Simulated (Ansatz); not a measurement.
# C2H4Ge (SMILES [CH]1=[CH][GeH2]1): single points off equilibrium

A test off equilibrium: a structure displaced at random from a GFN2-xTB minimum is computed at several levels, and each is set against CCSD(T).

Computed with Ansatz 0.2.0, Gaussian basis. Level: single points in def2-TZVPP.

Correlated methods freeze the cores. Filled d shells of the heavier atoms are correlated. B3LYP uses VWN-RPA correlation.

### Step 1. Where the work starts

SMILES `[CH]1=[CH][GeH2]1`, 7 atoms, charge 0, spin multiplicity 1.

Atoms are counted from 1 here; the program's logs count them from 0.

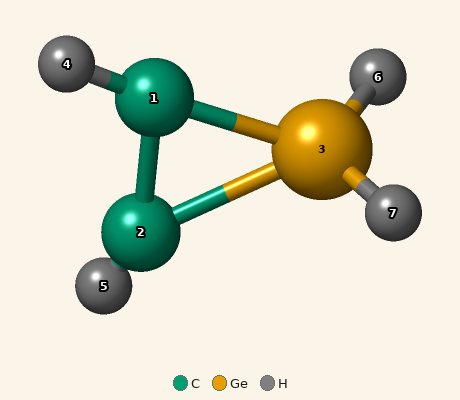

Start geometry, drawn with carbon teal, germanium amber, hydrogen grey; atoms are numbered from 1 in the order of the file.

As a file:

| atom | x (Å) | y (Å) | z (Å) |
| --- | --- | --- | --- |
| C1 | -0.8965 | -0.6011 | 0.0166 |
| C2 | 0.0915 | 0.0200 | -1.1023 |
| Ge3 | 0.5109 | 0.3627 | 0.9319 |
| H4 | -1.6679 | -1.2904 | -0.3785 |
| H5 | 0.2923 | 0.1829 | -1.8082 |
| H6 | 0.1214 | 1.6320 | 1.5730 |
| H7 | 1.5708 | -0.3246 | 1.3275 |

### Step 2. CCSD(T)/def2-TZVPP

run/in.yaml

```yaml
crystal:
  periodic: [false, false, false]
  atoms:
    - {symbol: C, position_ang: [-0.896500, -0.601100, 0.016600]}
    - {symbol: C, position_ang: [0.091500, 0.020000, -1.102300]}
    - {symbol: Ge, position_ang: [0.510900, 0.362700, 0.931900]}
    - {symbol: H, position_ang: [-1.667900, -1.290400, -0.378500]}
    - {symbol: H, position_ang: [0.292300, 0.182900, -1.808200]}
    - {symbol: H, position_ang: [0.121400, 1.632000, 1.573000]}
    - {symbol: H, position_ang: [1.570800, -0.324600, 1.327500]}
basis:
  gaussian: {orbitals: def2-TZVPP}
correlation: {method: ccsd_t}
output: {forces: true}
```

The command line of these runs was not kept.

### Step 3. PBE0-D4/def2-TZVPP

Changes to run/in.yaml since step 2:

```diff
@@ -12,3 +12,3 @@
   gaussian: {orbitals: def2-TZVPP}
-correlation: {method: ccsd_t}
-output: {forces: true}
+hamiltonian: {xc: pbe0, dispersion: d4}
+output: {forces: true, orbitals: {seedname: orbitals}}
```

### Step 4. wB97M-V/def2-TZVPP

Changes to run/in.yaml since step 3:

```diff
@@ -12,3 +12,3 @@
   gaussian: {orbitals: def2-TZVPP}
-hamiltonian: {xc: pbe0, dispersion: d4}
-output: {forces: true, orbitals: {seedname: orbitals}}
+hamiltonian: {xc: {name: wB97M-V}}
+output: {forces: true}
```

### Step 5. r2SCAN-D4/def2-TZVPP

Changes to run/in.yaml since step 4:

```diff
@@ -12,3 +12,3 @@
   gaussian: {orbitals: def2-TZVPP}
-hamiltonian: {xc: {name: wB97M-V}}
+hamiltonian: {xc: r2scan, dispersion: d4}
 output: {forces: true}
```

### Step 6. PBE-D4/def2-TZVPP

Changes to run/in.yaml since step 5:

```diff
@@ -12,3 +12,3 @@
   gaussian: {orbitals: def2-TZVPP}
-hamiltonian: {xc: r2scan, dispersion: d4}
+hamiltonian: {xc: pbe, dispersion: d4}
 output: {forces: true}
```

### Step 7. B3LYP-D4/def2-TZVPP

Changes to run/in.yaml since step 6:

```diff
@@ -12,3 +12,3 @@
   gaussian: {orbitals: def2-TZVPP}
-hamiltonian: {xc: pbe, dispersion: d4}
+hamiltonian: {xc: {name: B3LYP}, dispersion: d4}
 output: {forces: true}
```

### Step 8. r2SCAN0-D4/def2-TZVPP

Changes to run/in.yaml since step 7:

```diff
@@ -12,3 +12,3 @@
   gaussian: {orbitals: def2-TZVPP}
-hamiltonian: {xc: {name: B3LYP}, dispersion: d4}
+hamiltonian: {xc: {name: r2SCAN0}, dispersion: d4}
 output: {forces: true}
```

(Steps that only read results are left out.)

What does the calculation give? Wanted: energy less free atoms, CCSD(T)/def2-TZVPP; RMS force component; RMS force error; HOMO and LUMO, PBE0-D4; T1 diagnostic.

**Answer**, as computed:

| quantity | value |
| --- | --- |
| energy less free atoms, CCSD(T)/def2-TZVPP | -1765.7 kJ/mol |
| RMS force component | 12.026 to 12.267 eV/Å over the methods |
| RMS force error | PBE0-D4 0.363, wB97M-V 0.340, r2SCAN-D4 0.239, PBE-D4 0.183, B3LYP-D4 0.216, r2SCAN0-D4 0.421 eV/Å |
| HOMO and LUMO, PBE0-D4 | -6.92 and -1.33 eV |
| T1 diagnostic | 0.018 |

In words: Against CCSD(T) the functionals' energies less atoms differ by -86.6 to +13.6 kJ/mol, PBE-D4 by -86.6 kJ/mol. The reference is not at the basis limit: in triple zeta CCSD(T) underbinds, which counts against methods that bind more; the gaps are no ranking. On forces the order runs from PBE-D4 to r2SCAN0-D4. Frozen-core CCSD(T) forces in triple zeta carry basis errors of their own, and this is one geometry, so small gaps rank nothing. The restricted Hartree–Fock reference is unstable towards an unrestricted one at one or more of these structures.
